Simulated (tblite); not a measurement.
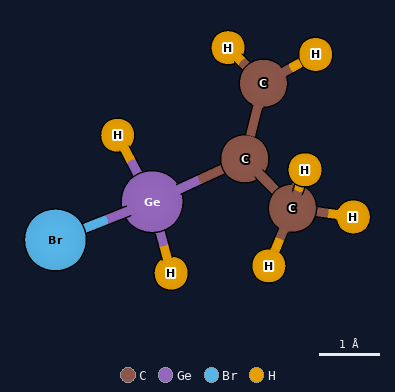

This is the input geometry for a relaxation of C₃H₇BrGe. A ball-and-stick model, seen at a tilt.

Theory: tblite 0.8.0, GFN2-xTB geometry optimisation, gas phase.

```xyz
12

C    -0.5200    1.4651   -0.3514
C    -0.2493    0.1919   -0.0445
C    -1.2885   -0.8458    0.0172
Ge    1.5814   -0.2289    0.3388
Br    2.4412   -1.7881   -1.1487
H    -1.5443    1.7860   -0.5823
H     0.2526    2.2224   -0.3878
H    -0.9601   -1.8647    0.1529
H    -1.9226   -0.7151   -0.9090
H    -1.9963   -0.5856    0.8591
H     2.3964    1.0886    0.2220
H     1.8108   -0.7266    1.8078
```

### Where does the relaxation end?

Over 105 geometry steps the energy falls by 0.270 eV. The atom that moves furthest after the best rigid fit is H10 (0.88 Å). Largest moves by element: H 0.88 Å, Br 0.25 Å, C 0.19 Å, Ge 0.16 Å. Near-neighbour distances that change, for instance: C2–Ge4 1.917 → 1.970 Å, Ge4–H12 1.568 → 1.517 Å, Ge4–H11 1.554 → 1.514 Å, C3–H10 1.130 → 1.092 Å. Bond angles that change, for instance: C2–C3–H8 117.2° → 110.0°, C2–Ge4–H11 107.4° → 113.3°, H9–C3–H10 103.4° → 109.0°. Groups turn about C2–C3 by about 50°.

Step by step:

```
step  E − E(0), eV
   0        0.0000
   1       -0.1097
   2       -0.1373
   3       -0.1555
   4       -0.1707
   5       -0.1800
   6       -0.1877
   7       -0.1940
   8       -0.1999
   9       -0.2034
  10       -0.2055
  15       -0.2127
  20       -0.2177
  25       -0.2234
  30       -0.2257
  35       -0.2263
  40       -0.2276
  45       -0.2302
  50       -0.2443
  55       -0.2544
  60       -0.2631
  65       -0.2664
  70       -0.2670
  75       -0.2673
  80       -0.2674
  85       -0.2677
  90       -0.2679
  95       -0.2688
 100       -0.2697
 105       -0.2703
```

The structure at the end:

```xyz
12

C    -0.5525    1.4960   -0.5354
C    -0.2810    0.2864   -0.0712
C    -1.2935   -0.8061    0.0403
Ge    1.5553   -0.1639    0.4833
Br    2.3575   -1.7798   -0.9183
H    -1.5425    1.7765   -0.8622
H     0.2074    2.2595   -0.6046
H    -0.9966   -1.6560   -0.5778
H    -2.2778   -0.4692   -0.2784
H    -1.3548   -1.1562    1.0727
H     2.5188    0.9982    0.3632
H     1.6610   -0.7863    1.8626
```

After the run, drawn alike:

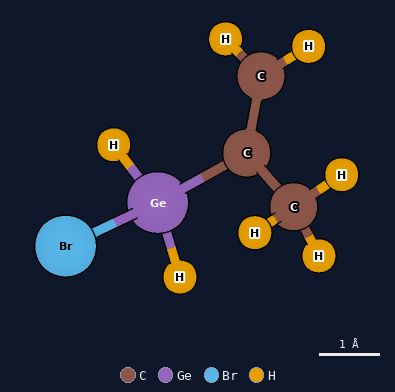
